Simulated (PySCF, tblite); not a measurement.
# C₅H₁₀FSi₂ radical: geometry, infrared bands and EPR parameters

Wanted: the infrared bands and EPR parameters of C₅H₁₀FSi₂ radical (`CC#C[Si@H]([CH]F)C[SiH3]`), by calculation.

Programs: tblite 0.8.0 and PySCF 2.14.0, with density-fitted response routines of our own. Each step states its level of theory. These are calculated values for one molecule in the gas phase, unless marked as measured. Atoms count from 0, in the outputs and in this text.

## Step 1: The molecule as given

18 atoms, charge 0, multiplicity 2; geometry from: force field or distance geometry start.

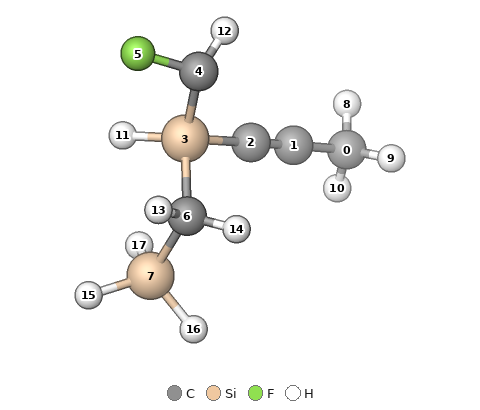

As it starts; carbon grey, silicon light orange, fluorine green, hydrogen white, atoms numbered.

## Step 2: Optimising the geometry with GFN2-xTB

What the job is given:

```
{"job": {"kind": "relax", "xc": "GFN2-xTB", "basis": "xTB"}, "charge": 0, "multiplicity": 2}
C      3.568100    -0.000500     0.221200
C      2.117200     0.282400     0.036200
C      0.940300     0.498900    -0.099200
Si    -0.849900     0.814600    -0.331300
C     -1.245000     2.502600     0.272100
F     -2.398100     2.901500    -0.435400
C     -1.729800    -0.481400     0.700500
Si    -1.641000    -2.058700    -0.295800
H      4.128400     0.757200    -0.382300
H      3.790500     0.048500     1.305400
H      3.819900    -0.994200    -0.198300
H     -1.263600     0.591500    -1.734200
H     -0.445400     3.246400     0.188000
H     -2.765300    -0.147500     0.825700
H     -1.251300    -0.591500     1.694900
H     -2.976800    -2.395000    -0.784400
H     -1.027700    -3.132900     0.481600
H     -0.779200    -1.835500    -1.476400
```

Started as:

```
OMP_NUM_THREADS=1 python probes_run.py task.json out
```

One launch serves the whole session: the jobs run in the order shown.

Standard output:

```text
step      E/eV     max force
  0    -647.99935    1.997
  1    -648.14629    1.799
  2    -648.15555    3.912
  3    -648.27027    0.896
  4    -648.31313    0.638
  5    -648.36638    0.812
  6    -648.39431    0.845
  7    -648.43013    0.546
  8    -648.45011    0.357
  9    -648.46760    0.294
 10    -648.48236    0.262
 11    -648.49315    0.238
 12    -648.50056    0.204
 13    -648.50655    0.173
 14    -648.51232    0.193
 15    -648.51931    0.216
 16    -648.52752    0.265
 17    -648.53575    0.267
 18    -648.54261    0.191
 19    -648.54802    0.180
 20    -648.55234    0.163
 21    -648.55561    0.140
 22    -648.55851    0.127
 23    -648.56193    0.190
 24    -648.56634    0.175
 25    -648.57142    0.186
 26    -648.57566    0.132
 27    -648.57835    0.130
 28    -648.58016    0.108
 29    -648.58159    0.090
 30    -648.58277    0.086
 31    -648.58369    0.073
 32    -648.58449    0.065
 33    -648.58539    0.065
 34    -648.58658    0.092
 35    -648.58797    0.104
 36    -648.58934    0.077
 37    -648.59042    0.078
 38    -648.59125    0.069
 39    -648.59209    0.080
 40    -648.59311    0.089
 41    -648.59424    0.082
 42    -648.59534    0.089
 43    -648.59629    0.095
 44    -648.59705    0.054
 45    -648.59764    0.068
 46    -648.59811    0.067
 47    -648.59852    0.056
 48    -648.59887    0.058
 49    -648.59908    0.040
 50    -648.59919    0.020
 51    -648.59926    0.021
 52    -648.59935    0.028
 53    -648.59946    0.038
 54    -648.59958    0.031
 55    -648.59971    0.030
 56    -648.59990    0.041
 57    -648.60024    0.061
 58    -648.60079    0.094
 59    -648.60146    0.093
 60    -648.60200    0.050
 61    -648.60237    0.049
 62    -648.60280    0.057
 63    -648.60345    0.087
 64    -648.60425    0.089
 65    -648.60494    0.058
 66    -648.60543    0.055
 67    -648.60584    0.070
 68    -648.60636    0.095
 69    -648.60695    0.082
 70    -648.60738    0.040
 71    -648.60766    0.037
 72    -648.60795    0.061
 73    -648.60827    0.077
 74    -648.60864    0.059
 75    -648.60895    0.027
 76    -648.60907    0.027
 77    -648.60920    0.042
 78    -648.60939    0.043
 79    -648.60957    0.027
 80    -648.60971    0.020
 81    -648.60980    0.023
 82    -648.60988    0.030
 83    -648.60999    0.032
 84    -648.61014    0.031
 85    -648.61033    0.032
 86    -648.61059    0.032
 87    -648.61092    0.042
 88    -648.61130    0.048
 89    -648.61166    0.043
 90    -648.61190    0.050
 91    -648.61208    0.041
 92    -648.61232    0.031
 93    -648.61264    0.032
 94    -648.61311    0.050
 95    -648.61387    0.081
 96    -648.61474    0.107
 97    -648.61606    0.089
 98    -648.61816    0.112
 99    -648.62060    0.129
100    -648.62162    0.212
101    -648.62489    0.172
102    -648.62741    0.119
103    -648.63019    0.118
104    -648.63140    0.110
105    -648.63342    0.147
106    -648.63621    0.179
107    -648.63792    0.154
108    -648.63995    0.138
109    -648.64106    0.207
110    -648.64153    0.308
111    -648.64233    0.073
112    -648.64275    0.069
113    -648.64362    0.138
114    -648.64424    0.096
115    -648.64488    0.082
116    -648.64558    0.082
117    -648.64652    0.142
118    -648.64750    0.139
119    -648.64803    0.105
120    -648.64865    0.046
121    -648.64891    0.051
122    -648.64931    0.066
123    -648.64968    0.044
124    -648.65018    0.061
125    -648.65071    0.064
126    -648.65123    0.065
127    -648.65159    0.039
128    -648.65169    0.046
129    -648.65191    0.038
130    -648.65204    0.027
131    -648.65228    0.029
132    -648.65243    0.027
133    -648.65265    0.034
134    -648.65280    0.036
135    -648.65297    0.029
136    -648.65310    0.026
137    -648.65321    0.019
138    -648.65327    0.013
139    -648.65331    0.013
140    -648.65334    0.018
141    -648.65336    0.015
142    -648.65338    0.008
```

Wall time 1.2 s (1 thread of Arm Neoverse V1, shared host).

Relaxation path: (not every step is listed)

| step | energy from step 0 (eV) | largest force (eV/Å) |
| --- | --- | --- |
| 0 | 0.0000 | 1.9973 |
| 1 | -0.1469 | 1.7991 |
| 2 | -0.1562 | 3.9117 |
| 3 | -0.2709 | 0.8963 |
| 4 | -0.3138 | 0.6381 |
| 5 | -0.3670 | 0.8117 |
| 6 | -0.3950 | 0.8451 |
| 7 | -0.4308 | 0.5463 |
| 8 | -0.4508 | 0.3574 |
| 20 | -0.5530 | 0.1627 |
| 32 | -0.5851 | 0.0655 |
| 44 | -0.5977 | 0.0536 |
| 56 | -0.6005 | 0.0406 |
| 68 | -0.6070 | 0.0953 |
| 80 | -0.6104 | 0.0204 |
| 92 | -0.6130 | 0.0312 |
| 104 | -0.6320 | 0.1103 |
| 116 | -0.6462 | 0.0824 |
| 128 | -0.6523 | 0.0459 |
| 137 | -0.6539 | 0.0194 |
| 138 | -0.6539 | 0.0134 |
| 139 | -0.6540 | 0.0127 |
| 140 | -0.6540 | 0.0179 |
| 141 | -0.6540 | 0.0149 |
| 142 | -0.6540 | 0.0079 |

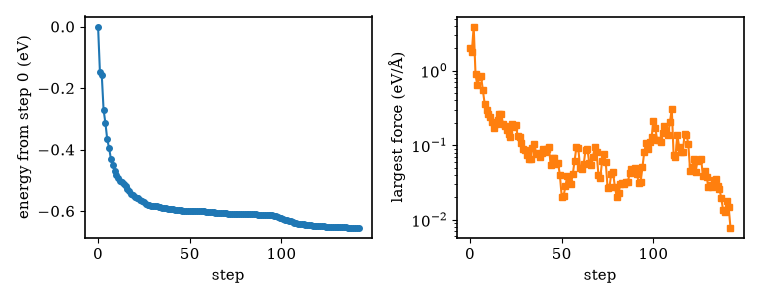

Energy and largest force along the relaxation.

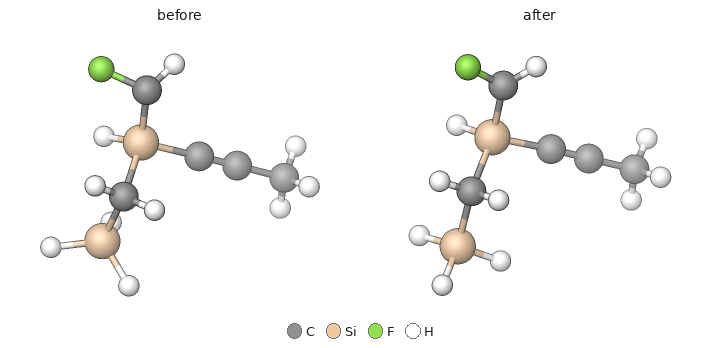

The geometry before (left) and after (right).

Distances of close pairs at the start and the end, largest changes first:

| bond | before (Å) | after (Å) | change (Å) |
| --- | --- | --- | --- |
| C4–F5 | 1.410 | 1.343 | -0.067 |
| C0–C1 | 1.490 | 1.446 | -0.044 |
| Si3–C6 | 1.876 | 1.910 | +0.034 |
| C6–Si7 | 1.868 | 1.899 | +0.031 |
| C0–H8 | 1.119 | 1.090 | -0.029 |
| Si3–C4 | 1.836 | 1.861 | +0.025 |
| C6–H14 | 1.109 | 1.091 | -0.018 |
| C0–H9 | 1.108 | 1.090 | -0.018 |

The next job starts from the end point, and lists it.

## Step 3: Infrared spectrum with GFN2-xTB

What the job is given:

```
{"job": {"kind": "ir", "xc": "GFN2-xTB", "basis": "xTB"}, "charge": 0, "multiplicity": 2}
C      3.570840     0.095102     0.001702
C      2.155098     0.342584    -0.155240
C      0.978220     0.567437    -0.281090
Si    -0.835216     0.834133    -0.480439
C     -1.126756     2.533430     0.219597
F     -2.361741     3.060779     0.259335
C     -1.812198    -0.475025     0.508603
Si    -1.630076    -2.254406    -0.128682
H      4.142099     0.833356    -0.561054
H      3.846310     0.161770     1.054295
H      3.818023    -0.900420    -0.366879
H     -1.221760     0.777657    -1.899874
H     -0.401408     3.213416     0.641445
H     -2.867593    -0.199442     0.500771
H     -1.497116    -0.437257     1.552410
H     -2.124369    -2.334781    -1.505437
H     -2.418836    -3.159449     0.714650
H     -0.222281    -2.652565    -0.085772
```

Standard output:

```text
mode    cm-1     km/mol
  1      30.9      0.10
  2      31.6      0.51
  3      39.8      3.35
  4      59.5      0.44
  5      76.0      0.38
  6     116.2      0.16
  7     124.2      2.90
  8     161.3      2.87
  9     224.5      8.72
 10     234.2     13.36
 11     293.0      6.62
 12     310.6     45.33
 13     320.3      1.62
 14     322.0     13.08
 15     486.6     27.80
 16     502.1      9.98
 17     550.2     25.25
 18     606.5     57.97
 19     639.5    158.67
 20     693.0    126.51
 21     724.1    204.32
 22     743.2     29.45
 23     787.2    225.75
 24     793.2    326.08
 25     796.0    439.81
 26     808.5     48.95
 27    1015.4      1.62
 28    1016.2      5.61
 29    1017.2      5.77
 30    1110.1      4.77
 31    1130.5     56.33
 32    1154.9     84.02
 33    1275.6     51.76
 34    1382.9      2.37
 35    1449.8      0.30
 36    1450.7      5.93
 37    1451.0      6.81
 38    2164.2    237.48
 39    2230.8    409.78
 40    2249.3    362.57
 41    2261.8    235.45
 42    2329.7    233.49
 43    2968.4     43.73
 44    2977.3     14.69
 45    3001.1     18.81
 46    3001.9     18.60
 47    3008.6     26.29
 48    3064.0     29.86
```

It took 0.79 s on 1 thread of Arm Neoverse V1, shared host.

Which atoms move in the most intense modes:

| cm⁻¹ | km/mol | atoms |
| --- | --- | --- |
| 787 | 225.8 | H17 47 %, H15 44 % |
| 793 | 326.1 | H16 48 %, H17 31 % |
| 796 | 439.8 | H16 40 %, H15 37 %, Si7 12 % |
| 2164 | 237.5 | H11 96 % |
| 2231 | 409.8 | H16 94 % |
| 2249 | 362.6 | H15 94 % |
| 2262 | 235.4 | H17 95 % |
| 2330 | 233.5 | C1 53 %, C2 46 % |

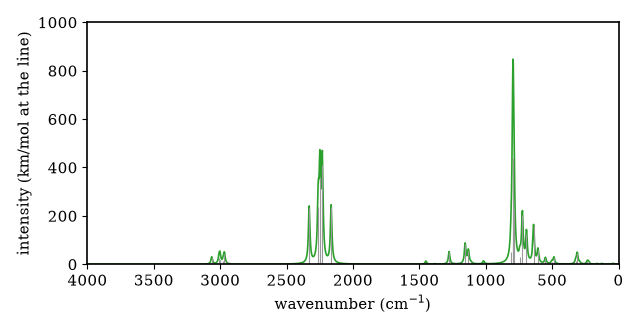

The infrared spectrum from these modes, unscaled. Lines are broadened to a width of 14 cm⁻¹ (Lorentzian).

## Step 4: g tensor and hyperfine couplings: B3LYP/pcH-1

Settings changed since step 3:

```diff
@@ -1,2 +1,2 @@
-{"job": {"kind": "ir", "xc": "GFN2-xTB", "basis": "xTB"}, "charge": 0, "multiplicity": 2}
+{"job": {"kind": "epr", "basis": "pcH-1"}, "charge": 0, "multiplicity": 2}
 C      3.570840     0.095102     0.001702
```

Method: UKS B3LYP, pcH-1 on C F H Si, non-relativistic, mean-field spin-orbit, GIAO.

Standard output:

```text
UKS, coarse grid
  cycle   1  E = -875.23314506  |g| = 4.82e-01
  cycle   2  E = -875.16440264  |g| = 6.31e-01
  cycle   3  E = -875.32351989  |g| = 1.15e-01
  cycle   4  E = -875.32753467  |g| = 5.53e-02
  cycle   5  E = -875.32876483  |g| = 2.67e-02
  cycle   6  E = -875.32908906  |g| = 5.48e-03
  cycle   7  E = -875.32910224  |g| = 1.95e-03
  cycle   8  E = -875.32910450  |g| = 7.88e-04
UKS, final grid
  cycle   1  E = -875.32909181  |g| = 1.02e-03
  cycle   2  E = -875.32909119  |g| = 1.58e-03
  cycle   3  E = -875.32909228  |g| = 2.47e-04
  cycle   4  E = -875.32909231  |g| = 6.13e-05
  cycle   5  E = -875.32909231  |g| = 3.76e-05
  cycle   6  E = -875.32909231  |g| = 1.01e-05
E = -875.32909231 Eh   <S^2> = 0.7536 (exact 0.7500)
g shifts (ppm)      1          2          3
  rmc          -188       -188       -188
  gc              6         39         37
  oz_so         -34       2727       3128
  total        -216       2579       2977
hyperfine (MHz)  atom isotope    a_iso     a_fc   dipolar eigenvalues
    0   13C      -0.03      -0.03     -0.14     -0.10      0.24
    1   13C      -0.62      -0.62     -1.19      0.52      0.67
    2   13C      -3.14      -3.14     -0.60     -0.56      1.16
    3  29Si      45.79      45.85     -2.21     -1.27      3.48
    4   13C      92.91      92.82    -79.82    -76.49    156.31
    5   19F     152.84     151.94   -286.42   -253.80    540.22
    6   13C      24.88      24.89     -2.98     -2.78      5.77
    7  29Si      -3.73      -3.74     -1.94      0.95      0.98
    8    1H       0.35       0.35     -0.43     -0.41      0.84
    9    1H       0.23       0.23     -0.43     -0.42      0.85
   10    1H      -0.51      -0.51     -0.34     -0.32      0.66
   11    1H      47.99      47.99     -3.43     -1.90      5.33
   12    1H     -60.11     -60.17    -36.19     -1.50     37.69
   13    1H      -1.96      -1.97     -2.96     -1.19      4.16
   14    1H      -1.18      -1.18     -3.35     -1.26      4.60
   15    1H       0.36       0.36     -0.70     -0.43      1.13
   16    1H       2.18       2.18     -0.57     -0.36      0.93
   17    1H      -0.27      -0.27     -0.63     -0.51      1.14
```

Wall time 2.5 min (1 thread of Arm Neoverse V1, shared host); peak memory 1.1 GiB.

Principal g values 2.00210, 2.00490, 2.00530; g(iso) = 2.00410, against 2.00232 for a free electron.

Mean a(iso) over the nuclei that a row names, and the largest dipolar term of the row (other rows stand at the frozen geometry):

| nuclei | isotope | a(iso) (MHz) | a(iso) (G, at g = 2.0023) | largest dipolar term (MHz) |
| --- | --- | --- | --- | --- |
| F5 | 19F | 152.8 | 54.5 | 540.2 |
| C4 | 13C | 92.9 | 33.2 | 156.3 |
| H12 | 1H | -60.1 | -21.5 | 37.7 |
| H11 | 1H | 48.0 | 17.1 | 5.3 |
| Si3 | 29Si | 45.8 | 16.3 | 3.5 |
| C6 | 13C | 24.9 | 8.9 | 5.8 |
| Si7 | 29Si | -3.7 | -1.3 | -1.9 |
| C2 | 13C | -3.1 | -1.1 | 1.2 |
| H13 | 1H | -2.0 | -0.7 | 4.2 |
| H14 | 1H | -1.2 | -0.4 | 4.6 |
| H15, H16, H17 | 1H | 0.8 | 0.3 | 1.1 |
| C1 | 13C | -0.6 | -0.2 | -1.2 |
| C0 | 13C | 0.0 | 0.0 | 0.2 |
| H8, H9, H10 | 1H | 0.0 | 0.0 | 0.8 |

Mulliken spin populations:

C0 0.00; C1 0.00; C2 -0.01; Si3 0.01; C4 0.91; F5 0.08; C6 0.02; Si7 0.01; H8 0.00; H9 0.00; H10 0.00; H11 0.03; H12 -0.04; H13 0.00; H14 0.00; H15 0.00; H16 0.00; H17 0.00

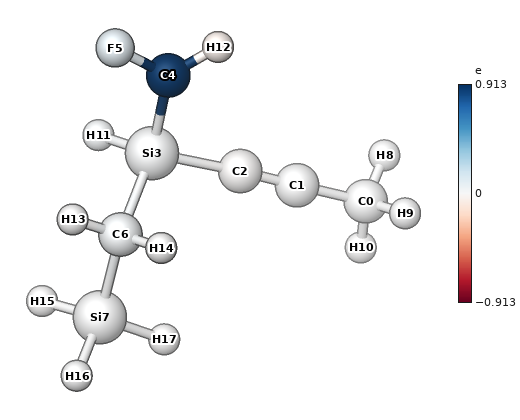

Mulliken spin populations, as colours on the atoms.

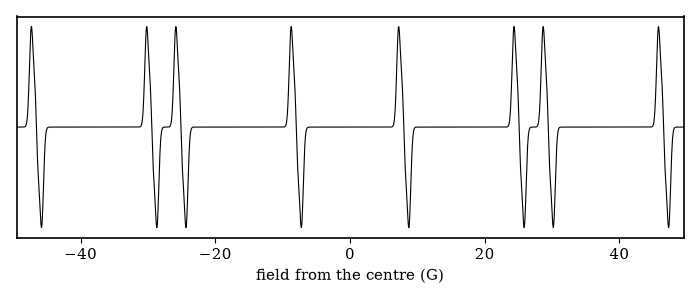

First-order isotropic spectrum (first derivative, main isotopes with spin only, couplings over 0.8 MHz, Gaussian width 0.3 G; couplings of the frozen geometry, rotation of groups not averaged beyond the rows shown).

Orbitals, density, ELF and potential are computed afterwards from the orbital file.

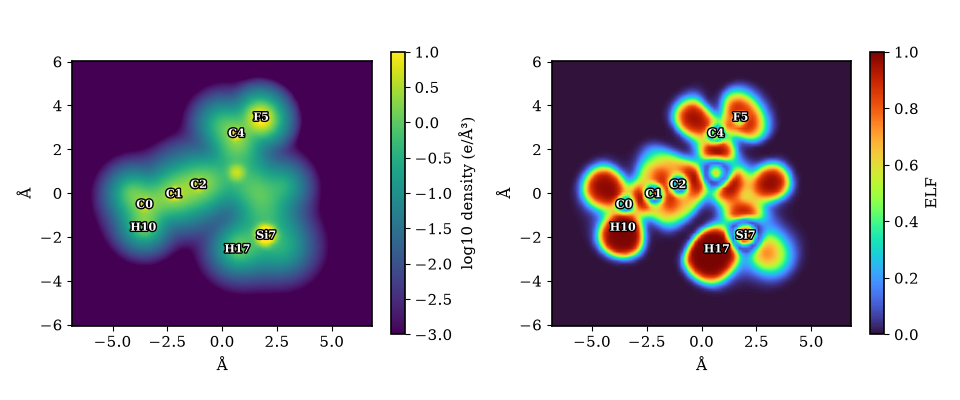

Density (left) and ELF (right) in a plane through or near 8 of the atoms.

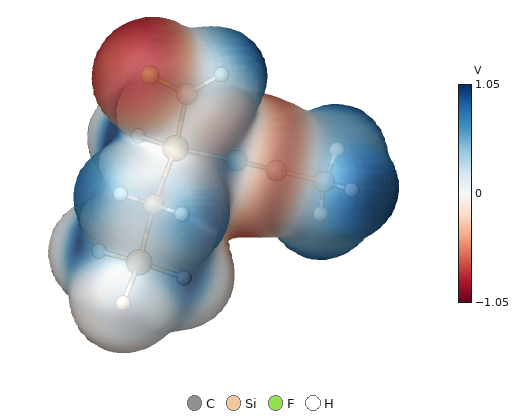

The potential that a unit positive charge feels on the 0.002 e/bohr³ surface, from -0.78 V near F5 to 1.05 V near H9.

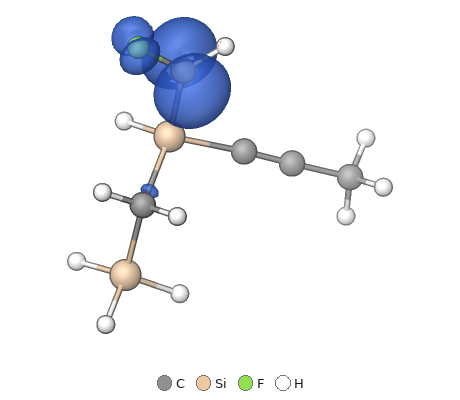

Spin density at ±0.04 e/Å³ (alpha excess blue, beta excess red).

## Step 5: Outcome

| quantity | value |
| --- | --- |
| strongest single infrared mode (GFN2-xTB) | 796 cm⁻¹, 440 km/mol |
| zero-point energy (GFN2-xTB) | 76.0 kcal/mol |
| g(iso) (B3LYP) | 2.00410 |
| ⟨S²⟩ | 0.754 (exact 0.75) |
| largest a(iso) (averaged by class) | 19F on F5, 152.8 MHz |
| potential on the surface of density 0.002 e/bohr³, 1st and 99th percentile | -0.78 V and 1.05 V |

The optimisation took 142 steps and gained 0.654 eV; among the close pairs (by a distance rule), C4–F5 changed most, from 1.410 to 1.343 Å. No mode is imaginary among the 48: a minimum at this level. GFN2-xTB is a fitted tight-binding method: band positions and strengths are rough. Its intensities can rank the bands wrongly. C4 carries the largest spin population, 0.91 e. The isotropic g lies 1.8 ppt above the free-electron value. These values are for one conformer; the search (at its own cheap level) found 2 more, at 0.01, 0.51 kcal/mol (those within 0.05 may be mirror or relabelled copies), and measured spectra average over such forms.
